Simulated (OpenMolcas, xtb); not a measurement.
## C2H7NSi (SMILES NC1C[SiH2]1): methods side by side

C2H7NSi: 11 atoms, total charge 0, spin state singlet. SMILES: `NC1C[SiH2]1`. The coordinates come from a PBE0-D4/def2-TZVP relaxation. This is one conformer, not always the lowest.

Each level gives the HOMO–LUMO gap (eV). The values are calculated.

```tsv
level	kind	program	value (eV)	CPU time
GFN2-xTB	semi-empirical	xtb	3.88	under 2 s
GFN0-xTB	semi-empirical	xtb	3.86	under 2 s
HF/def2-SVP	Hartree–Fock	OpenMolcas	13.14	7.7 s
SVWN5/def2-SVP	LDA	OpenMolcas	4.78	27 s
BLYP/def2-SVP	GGA	OpenMolcas	4.86	37 s
revPBE/def2-SVP	GGA	OpenMolcas	4.90	40 s
r2SCAN/def2-SVP	meta-GGA	OpenMolcas	5.37	48 s
B3LYP/def2-SVP	global hybrid	OpenMolcas	6.60	36 s
B2PLYP/def2-SVP	double hybrid	OpenMolcas	9.34	24 s
```

The values span 3.86 to 13.14 eV. Orbital gaps aren't excitation energies, and those of double hybrids come from the SCF part alone; they tend to grow with the share of exact exchange. Times are those of the runs behind each value, whatever else they computed, on shared processors of several kinds: orders of magnitude only.

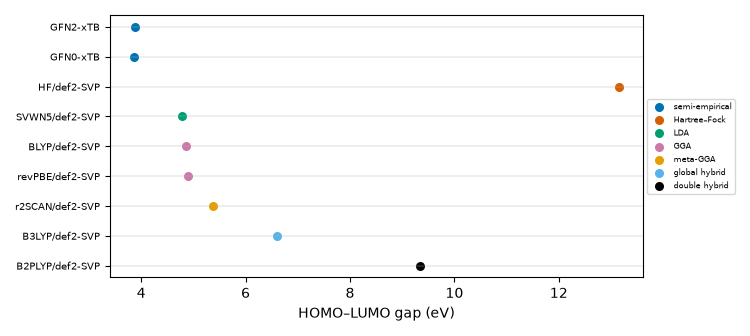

The values of the table, level by level.
